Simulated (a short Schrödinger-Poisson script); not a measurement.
Structure: symmetric double-gate stack, SiO2 on p-type GaAs, at 400 K.

| layer | material | thickness (nm) | Na (cm⁻³) |
|---|---|---|---|
| 1 | SiO2 | 2.7 | - |
| 2 | GaAs | 4 | 2e15 |
| 3 | SiO2 | 2.7 | - |

Constants are typed, rounded textbook-type inputs, not results; the design itself was drawn at random and stands for no fabricated device. SiO2: permittivity 3.9, conduction-band edge (eV) 3.17, gap (eV) 9, electron mass (mₑ) 0.5. GaAs: permittivity 12.9, conduction-band edge (eV) 0, gap (eV) 1.424, Nv at 300 K (cm⁻³) 9e18.

Channel valleys (confinement mass, in-plane density-of-states mass, number): Γ 0.067, 0.067, 1. At the gates, both at one voltage, the conduction-band edge of layer 1 lies 3.11 eV − eVg above the Fermi level of the channel. Gaps are held at their typed values at every temperature. Mesh 0.03 nm at interfaces.

From a short Schrödinger-Poisson script (our own, NumPy): 1D Poisson equation in equilibrium, electrons quantum, Hartree (BenDaniel-Duke, 12 states a valley, the channel's in-plane mass for all, wave functions ending at the dielectric), parabolic valleys, classical holes, full ionisation, no traps, pinning or gate leakage.

Only gate voltages with over 1e8 electrons/cm² are shown.

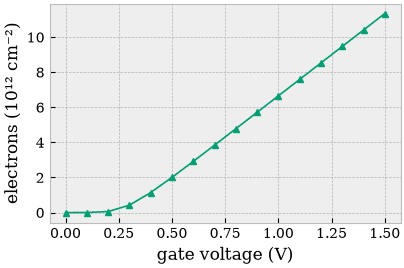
*Sheet density against gate voltage*

| Vg (V) | electrons (cm⁻²) | C (μF/cm²) | Γ E0 (meV) | Γ E1 (meV) |
|---|---|---|---|---|
| 0 | 2.09e8 | < 0.003 | 290.8 | 1342.8 |
| 0.2 | 5.94e10 | 0.242 | 95.0 | 1146.9 |
| 0.4 | 1.14e12 | 1.31 | -28.2 | 1021.7 |
| 0.6 | 2.92e12 | 1.48 | -102.5 | 944.3 |
| 0.8 | 4.78e12 | 1.50 | -170.5 | 873.0 |
| 1 | 6.65e12 | 1.50 | -237.7 | 802.5 |
| 1.2 | 8.53e12 | 1.50 | -304.8 | 732.1 |
| 1.4 | 1.04e13 | 1.50 | -371.9 | 661.7 |

Subbands count from the Fermi level. The capacitance is that of both gates.

Above a few 1e12 electrons/cm² a light Γ valley is non-parabolic and upper valleys begin to fill, which the model leaves out.
